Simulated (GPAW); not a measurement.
Consider B on a Si site (antisite) in SiB6.

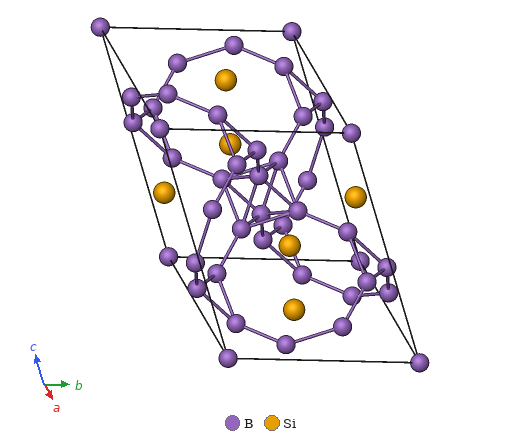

The structure (boron purple, silicon orange). Some periodic images of atoms are drawn too.

```xyz
28
Lattice="4.1300 4.1300 4.1300 -4.1300 4.1300 -4.1300 -4.1300 -4.1300 4.1300" Properties=species:S:1:pos:R:3 pbc="T T T"
B     0.0000    0.0000    0.0000
Si   -4.1300    0.0000    0.0000
Si    0.0000    0.0000    4.1300
Si    0.0000    4.1300    0.0000
B     2.0677    2.0677    3.3093
B    -2.0677    2.0677    3.3093
B    -2.0677   -2.0677    3.3093
B    -2.0623    2.0623   -0.8207
B    -2.0677   -2.0677    4.9507
B    -2.0623    2.0623    0.8207
B     2.0677    2.0677    4.9507
B    -2.0677    2.0677    4.9507
B     2.0677    3.3093    2.0677
B    -2.0677    3.3093    2.0677
B    -2.0623   -0.8207    2.0623
B    -2.0677    3.3093   -2.0677
B    -4.9507    2.0677    2.0677
B    -0.8207    2.0623    2.0623
B    -4.9507    2.0677   -2.0677
B    -4.9507   -2.0677    2.0677
B    -2.0677    4.9507   -2.0677
B    -2.0623    0.8207    2.0623
B    -2.0677    4.9507    2.0677
B     2.0677    4.9507    2.0677
B     0.8207    2.0623    2.0623
B    -3.3093    2.0677    2.0677
B    -3.3093   -2.0677    2.0677
B    -3.3093    2.0677   -2.0677
```

Absorber: atom 7, with 1 B at 1.64 Å and 4 B at 1.76 Å (5-fold; 3.0 Å from the defect atom). Method: GPAW, PBE, excited-electron core hole (neutral cell), 28-atom cell with 7.2 Å between holes, 4×4×4 k points, dipole transitions, Gaussian full width 0.9 eV up to 4 eV, rising linearly to 3.5 eV at 25 eV.

**Question.** Where do the maxima of the B K edge fall?

Main maxima up to 21 eV above the zero (height): 1.5 eV (1.03), 4.3 eV (1.13), 8.1 eV (1.51) and 12.0 eV (1.45). A K edge sees empty p states on the absorber. The total-energy difference is 186.27 eV. The functional leaves an error of a few eV in such absolute values.

The B K spectrum (energy from the lowest empty level; intensity scaled to a mean of 1 over the first 20 eV):

| E (eV) | isotropic | ε ∥ x | ε ∥ z |
| --- | --- | --- | --- |
| -2.0 | 0.00 | 0.00 | 0.00 |
| -0.5 | 0.01 | 0.01 | 0.00 |
| 1.0 | 0.79 | 1.11 | 0.16 |
| 2.5 | 0.67 | 0.99 | 0.05 |
| 4.0 | 1.02 | 1.47 | 0.13 |
| 5.5 | 0.64 | 0.83 | 0.27 |
| 7.0 | 1.06 | 0.91 | 1.35 |
| 8.5 | 1.45 | 1.40 | 1.54 |
| 10.0 | 1.17 | 1.18 | 1.15 |
| 11.5 | 1.42 | 1.33 | 1.61 |
| 13.0 | 1.35 | 1.24 | 1.56 |
| 14.5 | 1.21 | 1.16 | 1.29 |
| 16.0 | 1.11 | 0.98 | 1.38 |
| 17.5 | 0.77 | 0.53 | 1.23 |
| 19.0 | 0.56 | 0.33 | 1.01 |
| 20.5 | 0.62 | 0.47 | 0.92 |

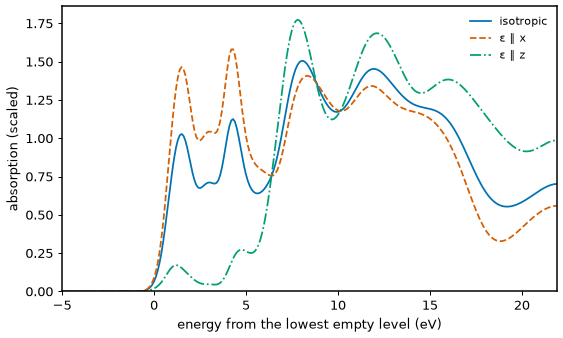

The B K edge.

The hole lies in one spin channel, while the script sums the empty states of both and takes the lower zero; where the two channels are split, this blurs and shifts the curve. The cell shows no gap over 0.35 eV; the host's own band filling, the defect's levels or the functional may be the cause. The starting moments shrank to 0.00 μB or less, so this is hardly a magnetic state. In so small a cell the defects form an ordered array, and no site is far from one. The mesh is coarse (0.27 Å⁻¹ between points), so small maxima may be mesh ripples.

[Banner, clock and machine lines of the logs are left out without a mark of their own.]

[Logs are printed without paths, hosts, clocks, repeated set-up lines and the standing remarks that a program may print on its own settings, such as how far it seeks lower states.]

[Hosts, paths, dates, database ids (printed as entryN), source tags and the programs' standing remarks are cut or masked in the printed files.]

[Lists of maxima count a maximum above −3 eV only where it reaches 4 % of the highest in the window and stands out from its surroundings by 2 % of it (1.5 % where it reaches 55 %); shoulders and weaker maxima are passed over, and of the rest the first, up to two pre-edge ones and the few strongest are named.]
